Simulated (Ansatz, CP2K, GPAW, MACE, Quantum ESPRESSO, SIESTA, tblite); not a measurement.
# Running amorphous Si (76 atoms) with CP2K, part 4 of 4

How do the settings of CP2K change the result for amorphous Si (76 atoms)? A plane-wave run serves as the yardstick.

Program: CP2K 2026.2; the method stands at each step. Banners, paths, timers and routine set-up lines are dropped from the logs unmarked, and long logs keep their key lines alone; longer cuts are marked.

So far. Step 10 (TPSS, PBE potentials, DZVP-MOLOPT-SR, 350/50 Ry …): Against the first run (2.8 %), the force difference from the reference is 5.7 %, at 3.1 times the CPU time; the model has changed, so this is no error of the program alone. Step 11 (BLYP, DZVP-MOLOPT-SR, 350/50 Ry, diagonalisation): Against the first run (2.8 %), the force difference from the reference is 13 %, at 1.00 times the CPU time; the model has changed, so this is no error of the program alone.

## Step 12: PBE+D3(BJ), DZVP-MOLOPT-SR, 350/50 Ry, diagonalisation

Method: Kohn-Sham DFT, PBE+D3(BJ), GTH-PBE pseudopotentials, Gaussian and plane waves, DZVP-MOLOPT-SR-GTH, diagonalisation.

input.inp reads:

```
&GLOBAL
  PROJECT cell
  RUN_TYPE ENERGY_FORCE
  PRINT_LEVEL LOW
&END GLOBAL
&FORCE_EVAL
  METHOD QS
  STRESS_TENSOR ANALYTICAL
  &DFT
    BASIS_SET_FILE_NAME BASIS_MOLOPT
    POTENTIAL_FILE_NAME GTH_POTENTIALS
    &MGRID
      CUTOFF 350
      REL_CUTOFF 50
    &END MGRID
    &QS
      EPS_DEFAULT 1.0E-12
    &END QS
    &SCF
      SCF_GUESS ATOMIC
      EPS_SCF 1.0E-06
      MAX_SCF 200
      ADDED_MOS 34
      &DIAGONALIZATION
        ALGORITHM STANDARD
      &END DIAGONALIZATION
      &SMEAR ON
        METHOD FERMI_DIRAC
        ELECTRONIC_TEMPERATURE [K] 580
      &END SMEAR
      &MIXING
        METHOD BROYDEN_MIXING
        ALPHA 0.15
        NBROYDEN 8
      &END MIXING
      &PRINT
        &RESTART OFF
        &END RESTART
      &END PRINT
    &END SCF
    &XC
      &XC_FUNCTIONAL PBE
      &END XC_FUNCTIONAL
      &VDW_POTENTIAL
        POTENTIAL_TYPE PAIR_POTENTIAL
        &PAIR_POTENTIAL
          TYPE DFTD3(BJ)
          PARAMETER_FILE_NAME dftd3.dat
          REFERENCE_FUNCTIONAL PBE
        &END PAIR_POTENTIAL
      &END VDW_POTENTIAL
    &END XC
    &PRINT
      &MULLIKEN ON
      &END MULLIKEN
      &LOWDIN ON
      &END LOWDIN
      &MO ON
        EIGENVALUES T
        OCCUPATION_NUMBERS T
        MO_INDEX_RANGE 141 164
        &EACH
          QS_SCF 0
        &END EACH
        ADD_LAST NUMERIC
      &END MO
    &END PRINT
  &END DFT
  &SUBSYS
    &CELL
      A 11.52060 0.00000 0.00000
      B 0.00000 11.52060 0.00000
      C 0.00000 0.00000 11.52060
    &END CELL
    &COORD
[... 76 atom lines left out: the same atoms as in the first run ...]
    &END COORD
    &KIND Si
      BASIS_SET DZVP-MOLOPT-SR-GTH-q4
      POTENTIAL GTH-PBE-q4
    &END KIND
  &END SUBSYS
  &PRINT
    &FORCES ON
    &END FORCES
    &STRESS_TENSOR ON
    &END STRESS_TENSOR
  &END PRINT
&END FORCE_EVAL
```

On the command line:

```bash
$ OMP_NUM_THREADS=2 cp2k.psmp -i input.inp > output.txt
```

Numbers of over 12 decimals in the logs are rounded to 6 here.

Log:

```text
CP2K| version string:                                       CP2K version 2026.2
 CP2K| Input file name                                                 input.inp
 GLOBAL| Basis set file name                                        BASIS_MOLOPT
 GLOBAL| Potential file name                                      GTH_POTENTIALS
 GLOBAL| Run type                                                   ENERGY_FORCE
 GLOBAL| Total number of message passing processes                             1
 GLOBAL| Number of threads for this process                                    2
 TOTAL NUMBERS AND MAXIMUM NUMBERS
  Total number of            - Atomic kinds:                                   1
                             - Atoms:                                         76
[... lines left out ...]
                        Smear method:                                FERMI_DIRAC
[... lines left out ...]
 Number of electrons:                                                        304
[... lines left out ...]
  Step     Update method      Time    Convergence         Total energy    Change
[... lines left out ...]
  *** SCF run converged in    18 steps ***
[... lines left out ...]
  Fermi energy:                                                 0.198766
  Total energy:                                              -298.942915
  Total energy (extrapolated to T->0):                       -298.938755
[... lines left out ...]
 MO| E(Fermi):            0.198766 a.u.          5.408691 eV
[... lines left out ...]
       1     Si       1          3.980625                              0.019375
       2     Si       1          3.980252                              0.019748
       3     Si       1          3.962855                              0.037145
[...]
# Total charge                            304.000000                  0.000000
 !-----------------------------------------------------------------------------!
 LOWDIN POPULATION ANALYSIS
 #  Atom  Element  Kind  Atomic population                           Net charge
[...]
75     Si       1          3.952240                              0.047760
      76     Si       1          4.021638                             -0.021638
 # Total charge                            304.000000                  0.000000
 ENERGY| Total FORCE_EVAL ( QS ) energy [hartree]           -298.942929
 FORCES| Atomic forces [hartree/bohr]
 FORCES|   Atom     x               y               z               |f|
 FORCES|      1 -4.20579055E-03 -2.13071877E-03  8.75479744E-04   4.79532078E-03
 FORCES|      2 -1.35343569E-02  4.18837809E-02  1.26074112E-02   4.57862068E-02
 FORCES|      3 -8.85364631E-03  4.48683131E-03 -2.72664984E-02   2.90169027E-02
[...]
FORCES|     75 -7.02808481E-03 -7.09697025E-03  1.78531081E-03   1.01463440E-02
 FORCES|     76 -1.04085828E-02  7.78799878E-03 -4.99051931E-02   5.15705324E-02
 FORCES| Sum     1.88012094E-07  4.26931174E-07 -7.40689229E-09
 FORCES| Total atomic force                                       4.66555074E-07
 STRESS| Analytical stress tensor [bar]
 STRESS|                        x                   y                   z
 STRESS|      x       -1.73159707989E+04  -5.63812243363E+03   1.25740905667E+04
 STRESS|      y       -5.63812243363E+03  -1.97392082984E+04   1.39450374245E+04
 STRESS|      z        1.25740905667E+04   1.39450374245E+04  -1.40025592680E+04
 STRESS| 1/3 Trace                                            -1.70192461218E+04
```

It took 94 s on 2 threads of Arm Neoverse V2, shared host; peak memory 1.9 GiB.

Compared with the plane-wave run:

- r.m.s. force component: 0.9223 eV/Å
- r.m.s. difference of force components: 71.05 meV/Å
- longest difference of force vectors: 371.8 meV/Å
- force difference over r.m.s. force: 7.58 %
- slope of forces against the reference's: 0.9813
- correlation of force components: 0.9972
- pressure: -1.702 GPa
- pressure difference: -2.022 GPa

Against the first run (2.8 %), the force difference from the reference is 7.6 %, at 1.00 times the CPU time; the model has changed, so this is no error of the program alone.

## Step 13: The ladder

Differences are against the plane-wave reference, forces as r.m.s. over components; share is that over the reference's r.m.s. force, slope the least-squares factor from reference forces to these. Total energies of different programs have different zeros and aren't compared.

```
                                                                  run  Δ force, r.m.s. (meV/Å)  share (%)  slope  Δ pressure (GPa)  cores  CPU time  memory (GiB)
                                                            reference                        -          -      -                 -      8      40 s           1.4
                 CP2K PBE, DZVP-MOLOPT-SR, 350/50 Ry, diagonalisation                     25.9       2.76  1.012            -0.177      2   2.9 min           1.9
                                       CP2K GFN1-xTB, diagonalisation                      287       30.7  1.165              7.03      1      31 s          0.28
                   CP2K PBE, TZV2P-MOLOPT, 350/50 Ry, diagonalisation                     20.8       2.22  0.999            -0.335      4   7.9 min           3.2
         CP2K PBE, SZV-MOLOPT-SR, 350/50 Ry, diagonalisation (coarse)                      482       51.4  1.322              8.15      1   1.8 min           1.7
                       CP2K PBE, TZVP-UZH, 350/50 Ry, diagonalisation                     25.1       2.68  1.004            -0.149      4     6 min           3.2
                 CP2K PBE, DZVP-MOLOPT-SR, 489/50 Ry, diagonalisation                     25.9       2.76  1.012            -0.177      2   3.4 min           2.9
        CP2K PBE, DZVP-MOLOPT-SR, 350/30 Ry, diagonalisation (coarse)                     25.9       2.76  1.012            -0.175      2   2.3 min           1.9
        CP2K PBE, DZVP-MOLOPT-SR, 244/50 Ry, diagonalisation (coarse)                     25.9       2.76  1.012            -0.177      2   2.8 min           1.4
CP2K TPSS, PBE potentials, DZVP-MOLOPT-SR, 350/50 Ry, diagonalisation                     53.1       5.67  1.014            -0.193      2   8.9 min           1.9
                CP2K BLYP, DZVP-MOLOPT-SR, 350/50 Ry, diagonalisation                      118       12.6  0.999              2.91      2   2.9 min           1.9
          CP2K PBE+D3(BJ), DZVP-MOLOPT-SR, 350/50 Ry, diagonalisation                     71.0       7.58  0.981             -2.02      2   2.9 min           1.9
```

Rows marked coarse were listed beforehand as settings not expected to be converged; some can still land near the reference.

CPU time is summed over cores on a shared host, where runs went side by side, so it is rough. Symmetry, cutoffs, thresholds, outputs and thread counts weren't matched or tuned between programs; memory under MPI is the largest rank's times the ranks.

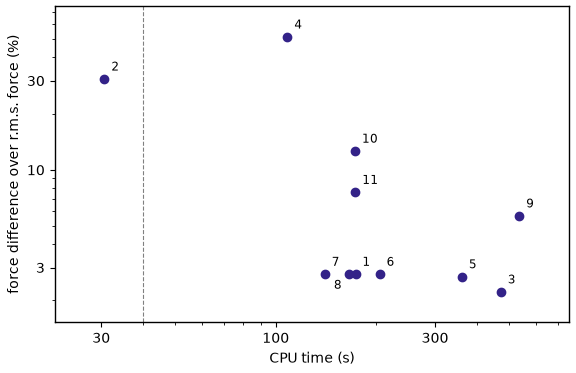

Force difference against CPU time; the dashed line marks the reference's time. Points: 1 CP2K PBE, DZVP-MOLOPT-SR, 350/50 Ry, diagonalisation; 2 CP2K GFN1-xTB, diagonalisation; 3 CP2K PBE, TZV2P-MOLOPT, 350/50 Ry, diagonalisation; 4 CP2K PBE, SZV-MOLOPT-SR, 350/50 Ry, diagonalisation; 5 CP2K PBE, TZVP-UZH, 350/50 Ry, diagonalisation; 6 CP2K PBE, DZVP-MOLOPT-SR, 489/50 Ry, diagonalisation; 7 CP2K PBE, DZVP-MOLOPT-SR, 350/30 Ry, diagonalisation; 8 CP2K PBE, DZVP-MOLOPT-SR, 244/50 Ry, diagonalisation; 9 CP2K TPSS, PBE potentials, DZVP-MOLOPT-SR, 350/50 Ry, diagonalisation; 10 CP2K BLYP, DZVP-MOLOPT-SR, 350/50 Ry, diagonalisation; 11 CP2K PBE+D3(BJ), DZVP-MOLOPT-SR, 350/50 Ry, diagonalisation.

Within one program, basis, potentials and functional, energies share a zero. Each run against its twin at the usual cutoff or grid and solver:

```csv
run,twin,Δ energy (meV/atom),"Δ force, r.m.s. (meV/Å)",CPU time over the twin's
"CP2K PBE, DZVP-MOLOPT-SR, 489/50 Ry, diagonalisation","DZVP-MOLOPT-SR, 350/50 Ry, diagonalisation",-0.0012,0.045,1.2
"CP2K PBE, DZVP-MOLOPT-SR, 350/30 Ry, diagonalisation","DZVP-MOLOPT-SR, 350/50 Ry, diagonalisation",-0.0333,0.265,0.81
"CP2K PBE, DZVP-MOLOPT-SR, 244/50 Ry, diagonalisation","DZVP-MOLOPT-SR, 350/50 Ry, diagonalisation",-9.0e-4,0.046,0.95
```

## Step 14: Summary of results

```
nearest in forces : CP2K PBE, TZV2P-MOLOPT, 350/50 Ry, diagonalisation, 2.2 %
its CPU time      : 7.9 min
```

The PBE runs in local orbitals, coarse settings apart, differ by 2.2 % (CP2K PBE, TZV2P-MOLOPT, 350/50 Ry, diagonalisation) to 2.8 % (CP2K PBE, DZVP-MOLOPT-SR, 350/50 Ry, diagonalisation); basis, grid and potentials can all enter. Tight binding differs by 31 % (CP2K GFN1-xTB, diagonalisation); it is another model, with fitted parameters of its own, and the xTB methods hold dispersion. Rows with another functional or a dispersion term differ by 5.7 % (CP2K TPSS, PBE potentials, DZVP-MOLOPT-SR, 350/50 Ry, diagonalisation) to 13 % (CP2K BLYP, DZVP-MOLOPT-SR, 350/50 Ry, diagonalisation), which mixes the change of model with differences of basis and potentials, some of them made for another functional. CP2K GFN1-xTB, diagonalisation needed 161 SCF steps, so its time overstates the method's usual cost. Runs with settings chosen to be coarse differ by 2.8 % (CP2K PBE, DZVP-MOLOPT-SR, 244/50 Ry, diagonalisation) to 51 % (CP2K PBE, SZV-MOLOPT-SR, 350/50 Ry, diagonalisation), their programs' other errors included. None of the electronic-structure runs in the table takes under half the reference's CPU time of 40 s; they take 0.77 to 13 times as much. In pressure, CP2K PBE, SZV-MOLOPT-SR, 350/50 Ry, diagonalisation misses by +8.2 GPa, at the same functional. Periodic xTB results under one method name differ between programs and library versions. The quench rate of 10 K/ps is many orders above laboratory rates, so the cell is likely richer in defects and strain than a real sample. The network of bonds at the start is that of the classical potential that made the cell, and needn't be the one that DFT or experiment would give. The electronic-structure runs sample only Γ, in a cell whose shortest periodic width is 12 Å, which is coarse for a cell with partly filled levels.

[Also dropped from logs without a mark: logging warnings of Python, and SIESTA's first energy breakdown and zero terms.]

[Logs are printed without paths, hosts, clocks, repeated set-up lines and the standing remarks that a program may print on its own settings, such as how far it seeks lower states.]

[Hosts, paths, dates, database ids (printed as entryN), source tags and the programs' standing remarks are cut or masked in the printed files.]
